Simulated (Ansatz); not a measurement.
# MoS2 (P-6m2): check of PAW against all-electron LAPW

How well does PAW follow the all-electron answer for MoS2 (P-6m2)? A script is to give a check of PAW against all-electron LAPW; the system is MoS2 (P-6m2).

Program: Ansatz 0.2.0 through its Python package. The levels of theory stand in the script. These are calculated values, not measurements.

### Step 1. Starting point

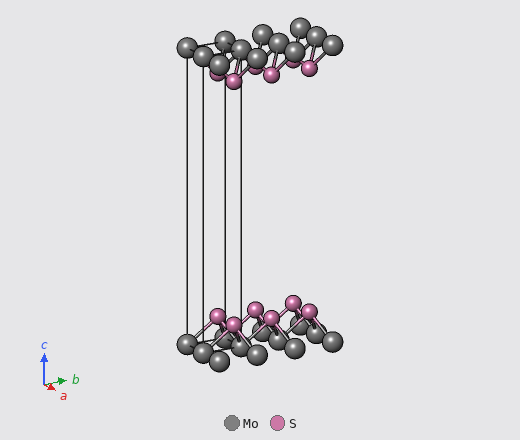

The starting structure, viewed slightly off an axis; molybdenum grey, sulfur pink. 2×3×1 cells are drawn. Atoms on cell faces are repeated.

The script reads mos2.extxyz:

```xyz
3
Lattice="3.18412608 0.0 0.0 -1.59206304 2.75753408 0.0 0.0 0.0 17.33459995" Properties=species:S:1:pos:R:3 pbc="T T T"
Mo    0.00000000    0.00000000    0.00000000
S    -0.00000002    1.83835606    1.55132501
S    -0.00000002    1.83835606   15.78327494
```

### Step 2. The code

Contents of paw_lapw_mos2.py:

```python
"""PAW against all-electron LAPW for MoS2."""

import ansatz as az
import numpy as np
from tabulate import tabulate


def count_gap(report):
    # lowest empty less highest filled band, counting bands; zero where they overlap
    return max(report.get("gap_by_band_count_ev") or 0.0, 0.0)

structure = az.Crystal.from_extxyz("mos2.extxyz")

calculation = (
    structure.calculation()
    .functional("pbesol")
    .kpoints(mesh=(12, 12, 2))
    .occupations("gaussian", width=0.05)
    .stress()
    .forces()
    .band_table()
)
variants = {
    "PAW": calculation.pseudopotentials("paw"),
    "LAPW": calculation.pseudopotentials("all_electron", lapw=True),
}
# totals differ by the cores that each treatment holds, so compare what does not depend on them
rows = []
for label, variant in variants.items():
    r = variant.run().report
    levels = np.array(r["eigenvalues_ev"][0]) - r["fermi_energy_ev"]
    print(label, "levels at the first k-point near E_F:", np.round(levels[np.abs(levels) < 5], 3))
    rows.append((label, r["n_electrons"], np.trace(r["stress_gpa"]) / 3, float(np.abs(r["forces_ev_ang"]).max()), count_gap(r)))
print(tabulate(rows, headers=["treatment", "electrons in bands", "P GPa", "max force component eV/A", "gap by band count eV"], floatfmt=".4f", tablefmt="simple"))
```

### Step 3. The calls as engine input

The package turns the script's settings into the engine's input (first run):

```yaml
crystal:
  lattice:
    - [3.18412608, 0.0, 0.0]
    - [-1.59206304, 2.75753408, 0.0]
    - [0.0, 0.0, 17.33459995]
  atoms:
    - { symbol: Mo, position: [0.0, 0.0, 0.0] }
    - { symbol: S, position: [0.3333333282609845, 0.6666666690842856, 0.08949298019421555] }
    - { symbol: S, position: [0.3333333282609845, 0.6666666690842856, 0.9105070198057844] }
kpoints:
  mp_grid:
    grid: [12, 12, 2]
hamiltonian:
  xc: pbesol
  pseudopotentials:
    kind: paw
scf:
  occupations:
    method: gaussian
    width: 0.05
output:
  forces: true
  stress: true
  eigenvalues: true
```

### Step 4. Running it

Started as:

```bash
$ python paw_lapw_mos2.py
```

The program printed:

```text
DeckWarning: basis.ecutwfc = 420 eV, auto-derived from the records' recommended cutoffs: set by Mo (normal level)
PAW levels at the first k-point near E_F: [-3.507 -3.507 -2.559 -2.377 -2.377 -0.791  1.935  1.935  2.228  2.228]
LAPW levels at the first k-point near E_F: [-3.506 -3.506 -2.56  -2.377 -2.377 -0.793  1.935  1.935  2.228  2.228
  4.632  4.988]
treatment      electrons in bands    P GPa    max force component eV/A    gap by band count eV
-----------  --------------------  -------  --------------------------  ----------------------
PAW                       26.0000  -1.1529                      0.1482                  1.5831
LAPW                      58.0000  -1.1480                      0.1476                  1.5861
```

(Warnings from the package without file and line.)

Wall time 96 s (1 thread of Arm Neoverse V2, shared host); peak memory 0.74 GiB.

### Step 5. What changed from run to run

The engine's inputs for the other runs:

Run 2, against run 1:

```diff
@@ -16 +16,2 @@
-    kind: paw
+    kind: all_electron
+    lapw: {}
```

### Step 6. The runs side by side

One row for each of the 2 runs:

| run | potentials | energy (eV/atom) | pressure (GPa) | gap on the mesh (eV) | SCF cycles | CPU time (s) |
| --- | --- | --- | --- | --- | --- | --- |
| 1 | paw | -2223.3745 | -1.15 | 1.58 | 7 | 5.9 |
| 2 | all_electron | -43937.7389 | -1.15 | 1.59 | 9 | 90 |

Totals under unlike functionals or potentials can't be compared directly.

### Step 7. Outcome

| quantity | value |
| --- | --- |
| runs compared | 2 |
| difference in pressure | 0.00 GPa |
| difference in gap | 0.003 eV |

In words: PAW gives -1.153 GPa and LAPW -1.148 GPa, 0.005 GPa apart. They took 5.9 and 89.7 s of processor time. Spin is left out of this run. The cell holds layers, chains or clusters in vacuum, no bulk phase; its stress is averaged over the vacuum too and scales with the cell's height. The computed bands are complete only to about 2.1 eV above the Fermi level. An opening on this mesh may only mean that it misses a point where bands touch. Points of the mesh across the vacuum add cost only. This cell is a computed structure, which may not be the phase found in nature. Gaps and levels are Kohn-Sham values on a finite set of k-points, without spin-orbit coupling. Pressure is positive in compression; the treatments may keep other shells as core, so totals and counts of electrons can differ.
